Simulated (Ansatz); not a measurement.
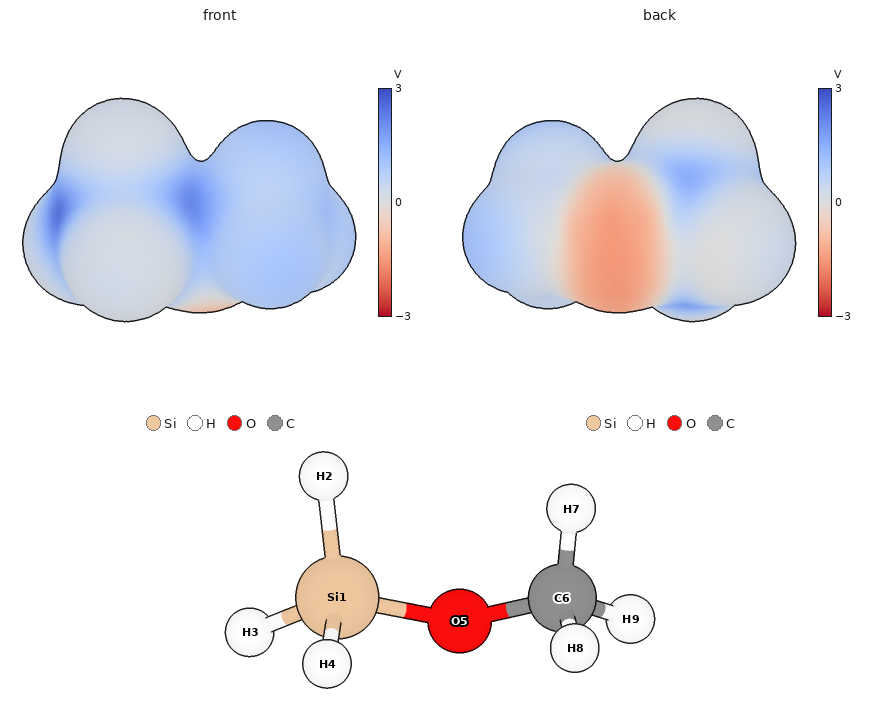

CH6OSi. The electrostatic potential painted on the density surface at 0.004 e/bohr³, seen from the front and from behind; the colour scale runs from red (negative) to blue (positive). The bare structure is drawn below in the same view.

Theory: Ansatz, RKS PBE-D4/def2-SVP.

```xyz
9

Si    0.0512   -0.0493    0.0420
H     0.2847    0.1456    1.5211
H     1.3129    0.2185   -0.7191
H    -1.0292    0.9127   -0.3909
O    -0.3735   -1.6379   -0.3031
C    -1.5266   -2.2472    0.2426
H    -1.5073   -2.2702    1.3582
H    -2.4659   -1.7326   -0.0713
H    -1.5780   -3.2958   -0.1174
```

> Where is the surface potential most negative and most positive?

The most negative region (about −1.5 V, or −35 kcal/mol for a unit charge) lies over O5, the most positive (about +2.2 V, or +51 kcal/mol for a unit charge) over Si1. O5 is the likeliest acceptor of a hydrogen bond.
